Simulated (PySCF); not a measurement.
# C₂H₁₀AsGa: geometry, electronic excitations

Wanted: the electronic excitations of C₂H₁₀AsGa (`CC[AsH2+][GaH3-]`), by calculation.

Computed with PySCF 2.14.0, with density-fitted response routines of our own, on a single molecule in the gas phase. Atoms are numbered from 0 throughout.

## (1) Starting geometry

14 atoms, charge 0, multiplicity 1; geometry from: GFN2-xTB. The atoms were then displaced at random by about 0.01 Å, so the start is not that level's minimum.

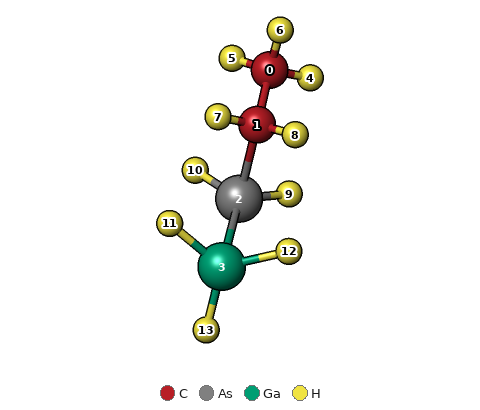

The starting geometry (carbon red, arsenic grey, gallium teal, hydrogen yellow), atoms numbered.

## (2) Geometry optimisation at PBE0-D3(BJ)/def2-SVP

What the job is given:

```
{"job": {"xc": "PBE0", "basis": "def2-SVP", "d3": "d3bj", "grid": 1, "shake": 0.01, "kind": "geom"}, "charge": 0, "multiplicity": 1}
C     -2.114750    -0.196600     0.400010
C     -0.704390     0.324710     0.289460
As     0.534570    -0.945520    -0.541580
Ga     2.660640     0.714350    -0.277830
H     -2.537530    -0.401590    -0.605040
H     -2.184390    -1.076250     0.993820
H     -2.762400     0.578000     0.861560
H     -0.287340     0.576950     1.280540
H     -0.656640     1.258960    -0.278130
H     -0.316430    -1.333450    -1.680670
H      0.100050    -2.156940     0.237900
H      2.490230     0.801740     1.284670
H      1.923730     1.850980    -1.125350
H      3.847510    -0.010430    -0.857080
```

Run with:

```sh
$ OMP_NUM_THREADS=1 python probes_run.py task.json out
```

One launch serves the whole session: the jobs run in the order shown.

**Question.** This job is followed by: TDDFT PBE0/def2-TZVPD, vertical, gas phase, core orbitals frozen in the response. What will the session give for the following? point group; rotational constants (main isotopes); lowest singlet (PBE0/def2-TZVPD); brightest single state of those computed; lowest triplet.

The runs gave:

```
                                quantity                         value
                             point group                            Cs
    rotational constants (main isotopes)          8.68, 0.96, 0.89 GHz
        lowest singlet (PBE0/def2-TZVPD)   6.22 eV (199 nm), f = 0.000
brightest single state of those computed  state 10, 7.19 eV, f = 0.117
                          lowest triplet                       5.85 eV
```

Relaxing lowered the energy by 0.251 eV in 8 steps; the close pair that moved most is As2–Ga3, from 2.710 to 2.593 Å. The first singlet state (HOMO−1→LUMO 0.85, HOMO→LUMO 0.10) lies at 6.22 eV and is dark; of the 10 states computed, the strongest absorption comes from states 8 to 9 together at 7.11 eV (the last state computed is bright too, and its partners may lie past the list). The lowest triplet lies 0.36 eV below the lowest singlet (triplets in Tamm-Dancoff, singlets in full TDDFT).
